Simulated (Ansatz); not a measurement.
**Molecular dynamics, with input and output: CClF₂NSn (part 1 of 2)**

System: CClF₂NSn, SMILES N#[C][Sn]([F])([F])[Cl].
Method: RKS PBE/def2-SVP (Ansatz 0.2.0).

The geometry comes from this level: PBE0-D4/def2-TZVP.

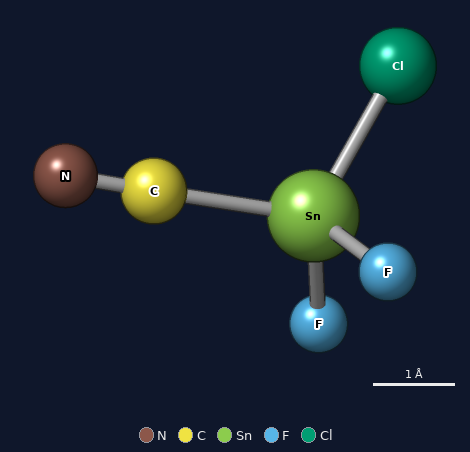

Fig. 1: The structure as given in the input (ball-and-stick view, seen at a tilt). Sticks mark near contacts.

The input
```yaml
crystal:
  periodic: [false, false, false]
  atoms:
    - {symbol: N, position_ang: [1.602131, -1.781295, 1.254452]}
    - {symbol: C, position_ang: [0.923243, -1.038476, 0.696047]}
    - {symbol: Sn, position_ang: [-0.301902, 0.322337, -0.280698]}
    - {symbol: F, position_ang: [-1.713617, -0.617065, -1.102252]}
    - {symbol: F, position_ang: [0.675999, 1.115646, -1.682385]}
    - {symbol: Cl, position_ang: [-1.143754, 1.934752, 1.068636]}
basis:
  gaussian: {orbitals: def2-SVP}
hamiltonian: {xc: {name: PBE}}
md: {timestep: 2 fs, n_steps: 30, ensemble: nvt_langevin, temperature: 300, initial_velocities: maxwell_boltzmann, friction: 0.01, seed: 379}
```

Machine: 4 threads of Intel Xeon @ 2.80GHz, 23 GiB of memory available, shared host.

Run as:
```bash
ansatz run in.yaml --threads 4 --pin off --events-out ev --progress --plain --max-ram 10444MiB
```

The program's output
```
Functional definition: PBE
  name "PBE"
  cite "Perdew, Burke & Ernzerhof, Phys. Rev. Lett. 77, 3865 (1996) doi:10.1103/PhysRevLett.77.3865"
  parent pbe
  parameter kappa = 0.804
  parameter beta = 0.06672455060314922
  exchange = pbe_x(kappa = kappa, mu = beta*pi^2/3)
  correlation = pbe_c(beta = beta)
1112 factors; their error is unknown
mean field evaluation 1: about -26284.2459 eV, gradient 6.5e1 eV
mean field evaluation 2: about -26217.6494 eV, gradient 1.8e2 eV
mean field evaluation 4: about -26291.9323 eV, gradient 2.0e1 eV
mean field evaluation 8: about -26292.7598 eV, gradient 1.0e-1 eV
mean field evaluation 16: about -26292.7109 eV, gradient 9.3e-4 eV
mean field -26292.71093507 eV, -966.2393050241 hartree, gradient 3.9e-5 eV, S^2 0.000000; 0 other end points of the search recorded, 0 dependent functions left out
the calculation of the forces begins
reference -26292.71097313 eV, -966.2393064230 hartree; 35, 35 occupied and 65, 65 virtual orbitals, 1112 factors
md step     0: t =     0.00 fs  T =   250.0 K  F+E_penalty+E_count = -26292.71093507 eV  E_kin = 0.193890 eV  (29 SCF iters)
these checks for a lower state are left out or cut short: starts, cluster_reference, orbital_swaps, neighbouring_geometries, increment
1112 factors; their error is unknown
mean field -26292.72387298 eV, -966.2397804838 hartree, gradient 1.4e-5 eV, S^2 0.000000; 0 other end points of the search recorded, 0 dependent functions left out
the calculation of the forces begins
reference -26292.72391101 eV, -966.2397818812 hartree; 35, 35 occupied and 65, 65 virtual orbitals, 1112 factors
md step     1: t =     2.00 fs  T =   269.8 K  F+E_penalty+E_count = -26292.72387298 eV  E_kin = 0.209226 eV  (31 SCF iters)
[... from here on the SCF iterations and repeated set-up lines of each step are left out, up to the last step ...]
md step     2: t =     4.00 fs  T =   288.8 K  F+E_penalty+E_count = -26292.74065699 eV  E_kin = 0.224018 eV  (31 SCF iters)
md step     3: t =     6.00 fs  T =   324.7 K  F+E_penalty+E_count = -26292.73517951 eV  E_kin = 0.251809 eV  (31 SCF iters)
md step     4: t =     8.00 fs  T =   304.9 K  F+E_penalty+E_count = -26292.75270616 eV  E_kin = 0.236490 eV  (31 SCF iters)
md step     5: t =    10.00 fs  T =   372.2 K  F+E_penalty+E_count = -26292.79040110 eV  E_kin = 0.288686 eV  (32 SCF iters)
md step     6: t =    12.00 fs  T =   371.4 K  F+E_penalty+E_count = -26292.80749625 eV  E_kin = 0.288062 eV  (31 SCF iters)
md step     7: t =    14.00 fs  T =   326.3 K  F+E_penalty+E_count = -26292.80190016 eV  E_kin = 0.253032 eV  (31 SCF iters)
md step     8: t =    16.00 fs  T =   282.8 K  F+E_penalty+E_count = -26292.80885530 eV  E_kin = 0.219367 eV  (32 SCF iters)
md step     9: t =    18.00 fs  T =   294.8 K  F+E_penalty+E_count = -26292.80799382 eV  E_kin = 0.228652 eV  (32 SCF iters)
md step    10: t =    20.00 fs  T =   245.7 K  F+E_penalty+E_count = -26292.78230439 eV  E_kin = 0.190590 eV  (32 SCF iters)
md step    11: t =    22.00 fs  T =   242.2 K  F+E_penalty+E_count = -26292.75726933 eV  E_kin = 0.187872 eV  (32 SCF iters)
md step    12: t =    24.00 fs  T =   203.7 K  F+E_penalty+E_count = -26292.74592313 eV  E_kin = 0.157944 eV  (33 SCF iters)
md step    13: t =    26.00 fs  T =   154.6 K  F+E_penalty+E_count = -26292.72871049 eV  E_kin = 0.119909 eV  (33 SCF iters)
md step    14: t =    28.00 fs  T =   142.6 K  F+E_penalty+E_count = -26292.70802665 eV  E_kin = 0.110624 eV  (33 SCF iters)
md step    15: t =    30.00 fs  T =   133.9 K  F+E_penalty+E_count = -26292.69475427 eV  E_kin = 0.103880 eV  (33 SCF iters)
md step    16: t =    32.00 fs  T =    97.4 K  F+E_penalty+E_count = -26292.69673370 eV  E_kin = 0.075572 eV  (33 SCF iters)
md step    17: t =    34.00 fs  T =   118.1 K  F+E_penalty+E_count = -26292.70115714 eV  E_kin = 0.091561 eV  (33 SCF iters)
md step    18: t =    36.00 fs  T =   167.4 K  F+E_penalty+E_count = -26292.71018735 eV  E_kin = 0.129811 eV  (31 SCF iters)
md step    19: t =    38.00 fs  T =   185.7 K  F+E_penalty+E_count = -26292.73005291 eV  E_kin = 0.143995 eV  (32 SCF iters)
md step    20: t =    40.00 fs  T =   208.0 K  F+E_penalty+E_count = -26292.74346679 eV  E_kin = 0.161281 eV  (33 SCF iters)
md step    21: t =    42.00 fs  T =   208.5 K  F+E_penalty+E_count = -26292.74922123 eV  E_kin = 0.161717 eV  (33 SCF iters)
md step    22: t =    44.00 fs  T =   231.9 K  F+E_penalty+E_count = -26292.75012846 eV  E_kin = 0.179862 eV  (31 SCF iters)
md step    23: t =    46.00 fs  T =   218.5 K  F+E_penalty+E_count = -26292.74619014 eV  E_kin = 0.169462 eV  (32 SCF iters)
md step    24: t =    48.00 fs  T =   231.7 K  F+E_penalty+E_count = -26292.73782313 eV  E_kin = 0.179721 eV  (32 SCF iters)
md step    25: t =    50.00 fs  T =   222.6 K  F+E_penalty+E_count = -26292.72858273 eV  E_kin = 0.172640 eV  (31 SCF iters)
md step    26: t =    52.00 fs  T =   192.4 K  F+E_penalty+E_count = -26292.72220367 eV  E_kin = 0.149210 eV  (31 SCF iters)
md step    27: t =    54.00 fs  T =   209.6 K  F+E_penalty+E_count = -26292.72225640 eV  E_kin = 0.162557 eV  (31 SCF iters)
md step    28: t =    56.00 fs  T =   173.3 K  F+E_penalty+E_count = -26292.73264767 eV  E_kin = 0.134392 eV  (32 SCF iters)
md step    29: t =    58.00 fs  T =   169.0 K  F+E_penalty+E_count = -26292.74586139 eV  E_kin = 0.131074 eV  (32 SCF iters)
these checks for a lower state are left out or cut short: starts, cluster_reference, orbital_swaps, neighbouring_geometries, increment
1112 factors; their error is unknown
mean field -26292.75618187 eV, -966.2409678134 hartree, gradient 1.6e-5 eV, S^2 0.000000; 0 other end points of the search recorded, 0 dependent functions left out
the calculation of the forces begins
reference -26292.75621922 eV, -966.2409691862 hartree; 35, 35 occupied and 65, 65 virtual orbitals, 1112 factors
1112 factors; their error is unknown
mean field evaluation 256: about -26292.2669 eV, gradient 1.6e1 eV
mean field -26292.75618187 eV, -966.2409678134 hartree, gradient 1.6e-5 eV, S^2 0.000000; 1 other end points of the search recorded, 0 dependent functions left out
the calculation of the forces begins
reference -26292.75621922 eV, -966.2409691862 hartree; 35, 35 occupied and 65, 65 virtual orbitals, 1112 factors
md step    30: t =    60.00 fs  T =   176.2 K  F+E_penalty+E_count = -26292.75618187 eV  E_kin = 0.136622 eV  (31 SCF iters)
```

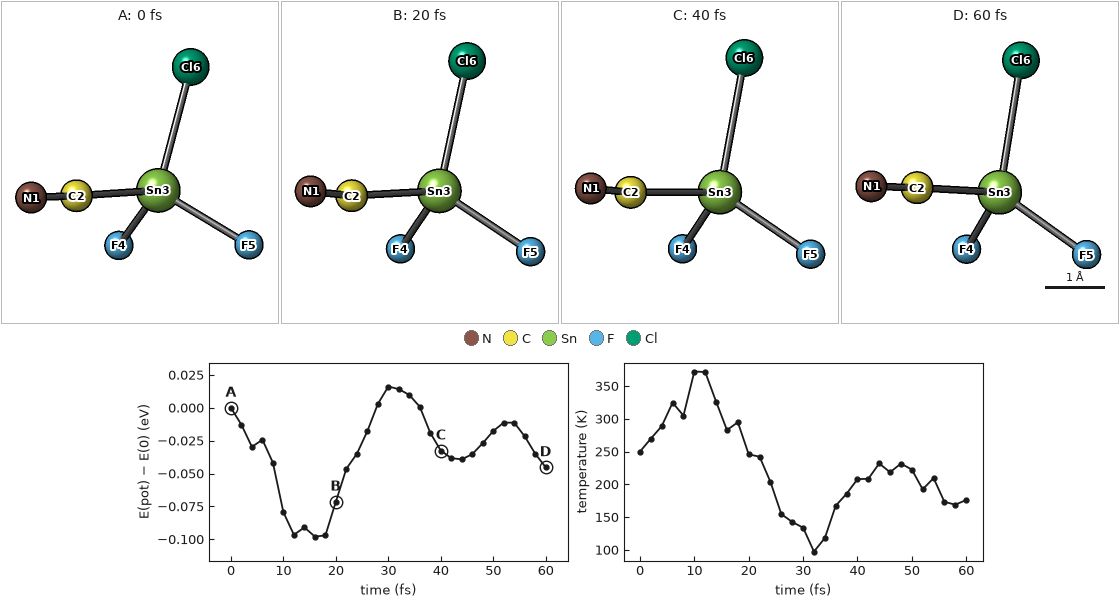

Fig. 2: Frames of the molecular dynamics (ball-and-stick, seen at a tilt) above the curves, on which the letters mark them. The trajectory kept here has 31 frames over 60 fs. The temperature starts at 250 K, ranges from 97 to 372 K and averages 184 K over the second half. The potential energy ends 0.045 eV below its first value. After an unweighted best fit of the last frame on the first, the root-mean-square displacement is 0.16 Å.

```
Total energy: -26292.75621922 eV, -966.2409691862 hartree
Atom 0 at     1.543137    -1.786232     1.343051 Å, force     0.314817    -0.329879     0.321722 eV/Å
Atom 1 at     0.880436    -1.028501     0.749081 Å, force    -0.394458     0.272451    -0.556305 eV/Å
Atom 2 at    -0.324530     0.322681    -0.358010 Å, force    -0.133636    -0.275223     1.204632 eV/Å
Atom 3 at    -1.785361    -0.474140    -1.309751 Å, force    -0.381088    -0.265244    -0.074266 eV/Å
Atom 4 at     0.668473     1.014802    -1.817801 Å, force     0.598932     0.533752    -0.651361 eV/Å
Atom 5 at    -1.091767     1.808593     1.272596 Å, force    -0.004567     0.064144    -0.244421 eV/Å
Dipole moment:    -0.143354     0.255139     0.050566 e Å
```

Trajectory as extended XYZ (Å, eV, eV/Å), 31 frames, from step=0 to step=30
```
6
Properties=species:S:1:pos:R:3:forces:R:3 step=0 time_fs=0.0 energy=-26292.71093 temperature=250.0
N     1.6021   -1.7813    1.2545    1.6090  -1.7674   1.3136
C     0.9232   -1.0385    0.6960   -1.2897   1.4236  -1.0306
Sn   -0.3019    0.3223   -0.2807    0.3965  -0.2848   0.7867
F    -1.7136   -0.6171   -1.1023   -1.0815  -0.7132  -0.6279
F     0.6760    1.1156   -1.6824    0.7432   0.6106  -1.0711
Cl   -1.1438    1.9348    1.0686   -0.3775   0.7312   0.6293
6
Properties=species:S:1:pos:R:3:forces:R:3 step=1 time_fs=2.0 energy=-26292.72387 temperature=269.8
N     1.5999   -1.7787    1.2639    1.1799  -1.2859   0.9721
C     0.9119   -1.0466    0.6911   -0.8075   0.9041  -0.6504
Sn   -0.2995    0.3219   -0.2829    0.0836  -0.2998   0.9309
F    -1.7189   -0.6083   -1.1106   -1.0013  -0.6479  -0.5730
F     0.6689    1.1088   -1.6858    0.8584   0.7040  -1.2198
Cl   -1.1403    1.9352    1.0794   -0.3132   0.6256   0.5401
6
Properties=species:S:1:pos:R:3:forces:R:3 step=2 time_fs=4.0 energy=-26292.74066 temperature=288.8
N     1.6021   -1.7809    1.2770   -0.0478  -0.0017  -0.0512
C     0.8984   -1.0530    0.6834    0.5096  -0.4619   0.4438
Sn   -0.2976    0.3215   -0.2853   -0.2567  -0.2630   0.9640
F    -1.7250   -0.6023   -1.1195   -0.8828  -0.5554  -0.4949
F     0.6644    1.1012   -1.6913    0.9271   0.7629  -1.3073
Cl   -1.1362    1.9361    1.0906   -0.2494   0.5191   0.4455
6
Properties=species:S:1:pos:R:3:forces:R:3 step=3 time_fs=6.0 energy=-26292.73518 temperature=324.7
N     1.6048   -1.7838    1.2909   -1.0439   0.9719  -0.9025
C     0.8855   -1.0636    0.6768    1.5493  -1.4632   1.3298
Sn   -0.2962    0.3221   -0.2872   -0.5128  -0.2509   0.9126
F    -1.7316   -0.5977   -1.1286   -0.7334  -0.4425  -0.3979
F     0.6628    1.0942   -1.6996    0.9289   0.7667  -1.2951
Cl   -1.1325    1.9373    1.1028   -0.1881   0.4180   0.3530
6
Properties=species:S:1:pos:R:3:forces:R:3 step=4 time_fs=8.0 energy=-26292.75271 temperature=304.9
N     1.6047   -1.7841    1.3027   -1.1564   1.0294  -1.0073
C     0.8784   -1.0786    0.6768    1.5945  -1.4203   1.3776
Sn   -0.2957    0.3235   -0.2889   -0.6234  -0.3178   0.8371
F    -1.7394   -0.5938   -1.1383   -0.5534  -0.3157  -0.2825
F     0.6638    1.0879   -1.7104    0.8631   0.7126  -1.1790
Cl   -1.1298    1.9394    1.1157   -0.1244   0.3118   0.2541
6
Properties=species:S:1:pos:R:3:forces:R:3 step=5 time_fs=10.0 energy=-26292.79040 temperature=372.2
N     1.6022   -1.7835    1.3110   -0.5205   0.3771  -0.4549
C     0.8753   -1.0962    0.6844    0.8130  -0.5732   0.6972
Sn   -0.2963    0.3250   -0.2903   -0.6165  -0.4364   0.7462
F    -1.7480   -0.5904   -1.1493   -0.3606  -0.1873  -0.1588
F     0.6663    1.0826   -1.7230    0.7464   0.6148  -0.9821
Cl   -1.1282    1.9417    1.1291   -0.0619   0.2050   0.1525
6
Properties=species:S:1:pos:R:3:forces:R:3 step=6 time_fs=12.0 energy=-26292.80750 temperature=371.4
N     1.5985   -1.7831    1.3165    0.5143  -0.6115   0.4423
C     0.8734   -1.1139    0.6957   -0.3753   0.6258  -0.3436
Sn   -0.2966    0.3268   -0.2914   -0.5885  -0.5591   0.6034
F    -1.7577   -0.5871   -1.1602   -0.1448  -0.0497  -0.0228
F     0.6700    1.0786   -1.7377    0.5953   0.4908  -0.7311
Cl   -1.1281    1.9429    1.1435   -0.0009   0.1036   0.0517
6
Properties=species:S:1:pos:R:3:forces:R:3 step=7 time_fs=14.0 energy=-26292.80190 temperature=326.3
N     1.5969   -1.7842    1.3209    1.1815  -1.2229   1.0135
C     0.8702   -1.1271    0.7049   -1.1424   1.3814  -1.0172
Sn   -0.2964    0.3285   -0.2926   -0.5949  -0.6124   0.4018
F    -1.7685   -0.5838   -1.1701    0.0695   0.0835   0.1100
F     0.6749    1.0757   -1.7530    0.4302   0.3604  -0.4624
Cl   -1.1284    1.9432    1.1581    0.0561   0.0099  -0.0457
6
Properties=species:S:1:pos:R:3:forces:R:3 step=8 time_fs=16.0 energy=-26292.80885 temperature=282.8
N     1.6002   -1.7887    1.3272    0.7717  -0.8493   0.6683
C     0.8638   -1.1350    0.7091   -0.7650   1.0651  -0.7160
Sn   -0.2965    0.3301   -0.2939   -0.6411  -0.5841   0.1717
F    -1.7793   -0.5799   -1.1787    0.2543   0.1969   0.2227
F     0.6802    1.0737   -1.7673    0.2743   0.2423  -0.2132
Cl   -1.1290    1.9430    1.1717    0.1058  -0.0710  -0.1335
```
